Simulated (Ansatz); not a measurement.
## Electronic structure of CH$_{6}$BGaS in real space

```xyz
10

C     0.0550   -2.6773    0.5495
B     0.7267   -1.3946    1.0291
Ga    0.9006   -2.9026   -1.2675
S     0.6631   -1.3053   -2.7851
H     0.2989   -3.6132    1.0722
H    -1.0164   -2.6086    0.2989
H     1.7750   -1.4299    1.6321
H     0.2694   -0.3120    0.7417
H     1.6856   -4.1804   -1.7102
H     0.0019   -0.4592   -1.9615
```

Geometry: B3LYP-D3(BJ)/def2-SVP.

Level of theory: isolated molecule in a Gaussian basis; Kohn-Sham density functional theory, functional PBE0 in Ansatz.

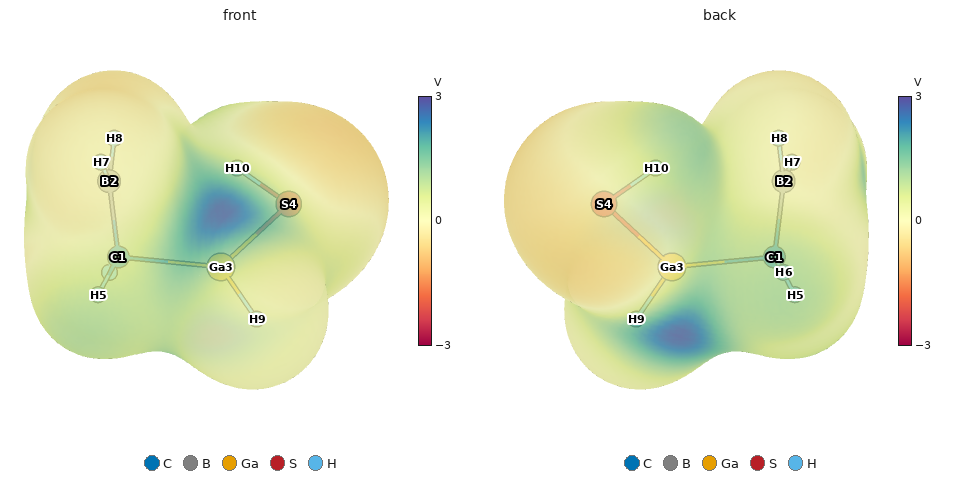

Figure 1. The electrostatic potential painted on the density surface at 0.002 e/bohr³, seen from the front and from behind; the colour scale runs from red (negative) to blue (positive).

> Where is the surface potential most negative and most positive?

The most negative region (about −0.7 V, or −16 kcal/mol for a unit charge) lies over S4, the most positive (about +2.7 V, or +62 kcal/mol for a unit charge) over Ga3.

> How polar is the molecule by this calculation?

Its dipole moment is 1.60 D.

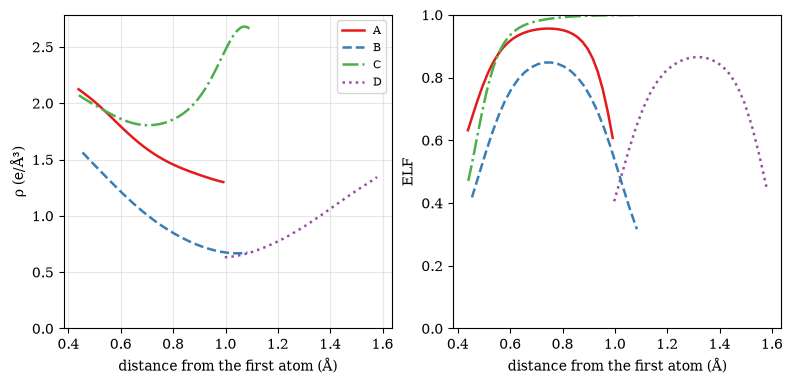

Figure 2. Electron density and ELF along straight lines between neighbouring atoms. The curves leave out the atomic cores.

> Which curve belongs to which contact (C–B, C–Ga, C–H and Ga–S)? The first atom named is at distance zero.

Curve A: C–B (1.53 Å): ρ is about 1.5 e/Å³ halfway; the ELF peaks at about 0.95 between the atoms, as expected for a covalent bond. Curve B: C–Ga (2.02 Å): ρ is about 0.67 e/Å³ halfway; the ELF peaks at about 0.85 in the valence shell of C, 0.8 Å from its nucleus, and is about 0.50 at the midpoint. Curve C: C–H (1.10 Å): the density is about 1.9 e/Å³ at the midpoint; the ELF climbs to about 1 towards the hydrogen, as it does in any bond to H; a covalent bond by its length. Curve D: Ga–S (2.22 Å): ρ at the midpoint is about 0.68 e/Å³; the ELF peaks at about 0.85 in the valence shell of S, 0.9 Å from its nucleus, and is about 0.70 at the midpoint.

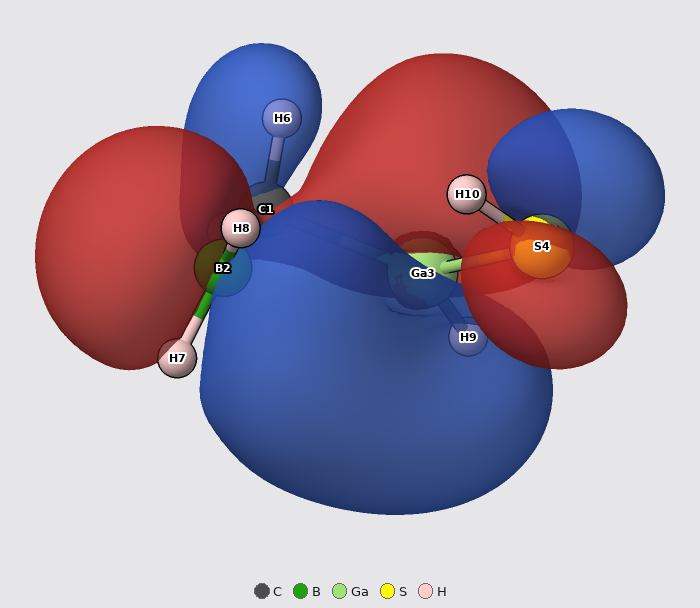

Figure 3. One frontier orbital at ±0.05 Å⁻³ᐟ² (red and blue are the two phases), seen from one side.

> Which orbital is it: HOMO or LUMO?

The LUMO, at −1.89 eV. By Hirshfeld shares it lies mainly on Ga3 (about 45 %), B2 (about 25 %), S4 (about 10 %) and C1 (about 10 %).
